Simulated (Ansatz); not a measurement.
System MnO (space group Fm-3m, No. 225); source of the atomic positions: coordinates from a relaxation at a target pressure of 3 GPa with DFT PBE, scalar-relativistic, plane waves, PAW (Ansatz 0.2.0).

```
Mn O
1.0
     4.40074    0.00000    0.00000
     0.00000    4.40074    0.00000
     0.00000    0.00000    4.40074
Mn O
4 4
Direct
  0.00000 0.00000 0.00000
  0.00000 0.50000 0.50000
  0.50000 0.00000 0.50000
  0.50000 0.50000 0.00000
  0.50000 0.00000 0.00000
  0.50000 0.50000 0.50000
  0.00000 0.00000 0.50000
  0.00000 0.50000 0.00000
```

Describe the stacking along [111], with columns A (0, 0), B (1/3, 2/3), C (2/3, 1/3) of the hexagonal mesh spanned by (a − b)/2 and (b − c)/2.

Mn(A) – O(C) – Mn(B) – O(A) – Mn(C) – O(B) (six layers in 7.62 Å).

O layers alone: CAB, the cubic close-packed type.

Mn: three octahedral sites, counted in one hexagonal cell.

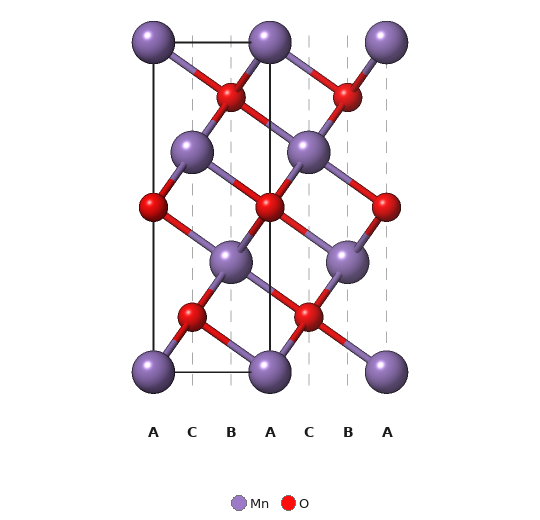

The picture looks along a close-packed row of the hexagonal mesh; [111] points upwards. The dashed lines mark the three columns A (0, 0), B (1/3, 2/3) and C (2/3, 1/3). The box is the hexagonal cell of the face-centred cubic lattice. The sequence starts with the first layer at or above the cell's origin.
